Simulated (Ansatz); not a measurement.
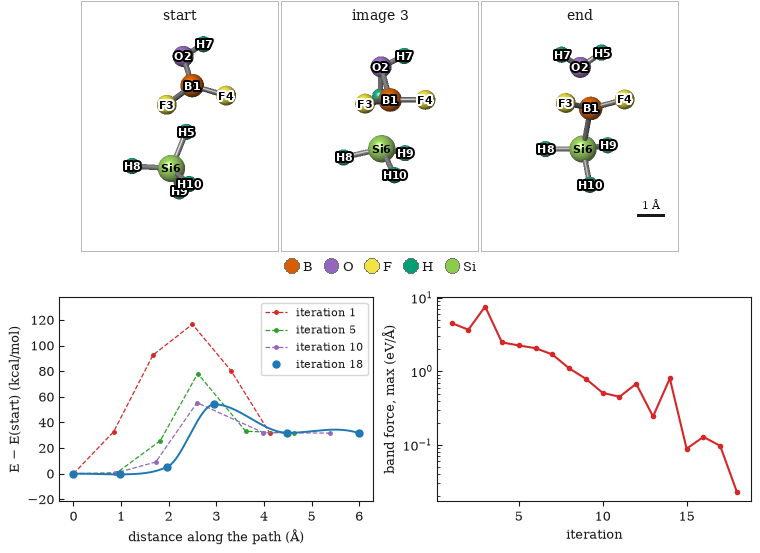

A search for the minimum-energy path of BSiH5OF2, made up of BHOF2 and SiH$_{4}$ by the nudged elastic band. Images are numbered from 0 (start) to 5 (end). The plot follows the band through its iterations. The picture is a ball-and-stick view, seen from a free direction.

The calculation used Ansatz, RKS BLYP-D4/def2-SVP.

Input file:
```yaml
crystal:
  periodic: [false, false, false]
  atoms:
    - {symbol: B, position_ang: [0.035823, 0.716653, -1.632840]}
    - {symbol: O, position_ang: [1.179330, 1.423621, -1.672737]}
    - {symbol: F, position_ang: [0.079585, -0.593883, -1.775992]}
    - {symbol: F, position_ang: [-1.149781, 1.290541, -1.470366]}
    - {symbol: H, position_ang: [0.211428, 0.270470, 1.102034]}
    - {symbol: Si, position_ang: [-0.240777, -1.048600, 1.619980]}
    - {symbol: H, position_ang: [1.048474, 2.367697, -1.556845]}
    - {symbol: H, position_ang: [0.770527, -2.079717, 1.283449]}
    - {symbol: H, position_ang: [-0.387700, -0.952001, 3.094485]}
    - {symbol: H, position_ang: [-1.546910, -1.394881, 1.008731]}
basis:
  gaussian: {orbitals: def2-SVP}
hamiltonian: {xc: {name: BLYP}, dispersion: d4}
neb:
  images: 4
  climbing: immediate
  max_iterations: 40
  initial_path: idpp
  final_atoms:
    - {symbol: B, position_ang: [-0.450204, 0.164339, -0.648516]}
    - {symbol: O, position_ang: [1.143396, 1.145909, -0.397781]}
    - {symbol: F, position_ang: [-0.159656, -0.344548, -1.869287]}
    - {symbol: F, position_ang: [-1.308097, 1.211765, -0.673489]}
    - {symbol: H, position_ang: [0.880145, 2.074261, -0.372306]}
    - {symbol: Si, position_ang: [-0.443131, -1.074154, 0.971595]}
    - {symbol: H, position_ang: [1.658919, 1.019143, -1.204028]}
    - {symbol: H, position_ang: [0.766999, -1.943543, 0.974985]}
    - {symbol: H, position_ang: [-0.447405, -0.293047, 2.240595]}
    - {symbol: H, position_ang: [-1.640966, -1.960224, 0.978131]}
```

Run as
```bash
ansatz run in.yaml --threads 4 --pin off --events-out ev --progress --plain --max-ram 9574MiB
```

> Judge this run.

The run is converged, with reservations. The band converged in 18 iterations. The largest component of the band force went from 4.5 to 0.023 eV/Å. The climbing image converged on the top of the path. Its curvatures weren't checked. The largest force component is 0.80 eV/Å at the start and 0.79 eV/Å at the end; an end with forces this large is no minimum, and the barrier measured from it can be far off. The first iteration put the highest image at 116.6 kcal/mol. Forward barrier 54.2 kcal/mol, backward barrier 22.5 kcal/mol, with image 3 at the top; the reaction energy is +31.7 kcal/mol. Image 1 lies below both ends, at −0.5 kcal/mol, so an end isn't at the bottom of its valley.

Limits of the set-up: the start holds two separate molecules, 2.8 Å apart at their closest, whose relative position is a soft coordinate.

The run took 46 s on 4 threads of Intel Xeon 6975P-C (shared host).
